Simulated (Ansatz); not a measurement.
## Electronic structure of CH7BClNSi (SMILES C[SiH2]B(N)Cl) in real space

```xyz
12

C    -1.6462    0.3361   -1.1145
Si   -0.4321   -0.7781   -0.2188
B     0.8297    0.2826    0.9466
N     2.2055    0.1208    0.9421
Cl    0.1462    1.5029    2.0514
H    -1.1246    1.0161   -1.7915
H    -2.3600   -0.2479   -1.6989
H    -2.2030    0.9391   -0.3937
H     0.3485   -1.5873   -1.2052
H    -1.1784   -1.7453    0.6382
H     2.8258    0.6490    1.5357
H     2.6658   -0.5428    0.3427
```

Geometry: PBE0-D4/def2-TZVP.

All numbers below come from Ansatz, RKS PBE0-D4/def2-TZVPP.

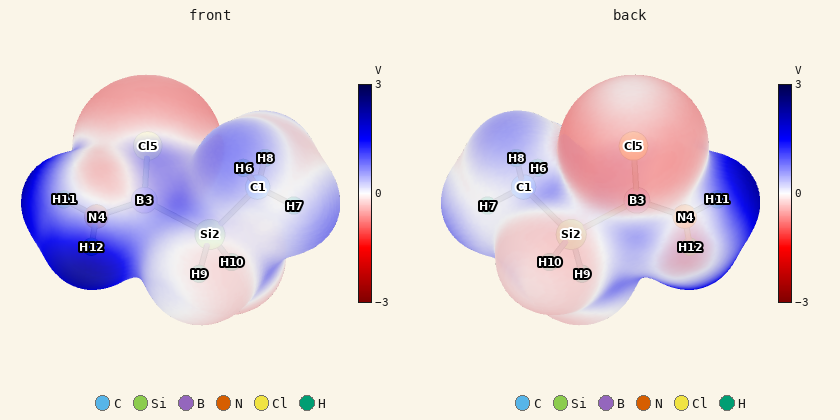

Figure 1. The electrostatic potential painted on the density surface at 0.002 e/bohr³, seen from the front and from behind; red is negative and blue positive.

Q: Describe the electrostatic potential map.

A: The most negative region (about −0.6 V) lies over Cl5, the most positive (about +2.2 V) over H11 and H12.

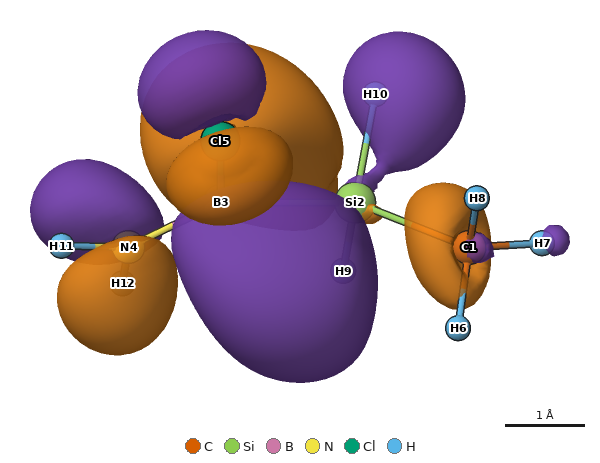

Figure 2. One frontier orbital at ±0.08 Å⁻³ᐟ² (orange and purple are the two phases), seen from one side.

Q: Which orbital is it: HOMO or LUMO?

A: The LUMO, at −0.52 eV. Its weight (Hirshfeld) is mainly on B3 (about 35 %), Si2 (about 20 %), N4 (about 15 %) and Cl5 (about 10 %).

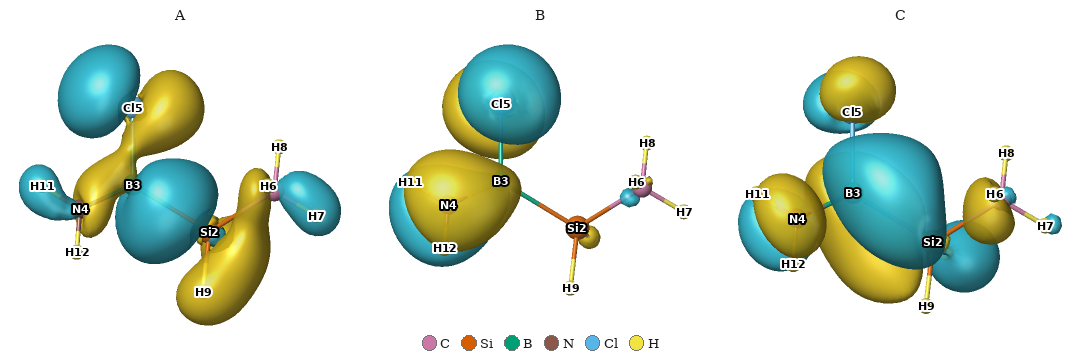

Figure 3. Three frontier orbitals at ±0.08 Å⁻³ᐟ² (yellow and cyan are the two phases), in no order.

Q: Order the three orbitals by energy and name them.

A: B is the HOMO−1 (−8.45 eV). Its weight (Hirshfeld) is mainly on N4 (about 45 %), Cl5 (about 40 %) and B3 (about 10 %); largely a combination of lone pairs on N4 and Cl5. A is the HOMO (−7.78 eV). Its weight (Hirshfeld) is mainly on Cl5 (about 35 %), Si2 (about 25 %) and B3 (about 25 %). C is the LUMO (−0.52 eV). By Hirshfeld shares it lies mainly on B3 (about 35 %), Si2 (about 20 %), N4 (about 15 %) and Cl5 (about 10 %).

Q: What is the HOMO–LUMO gap?

A: 7.26 eV between the orbital energies.
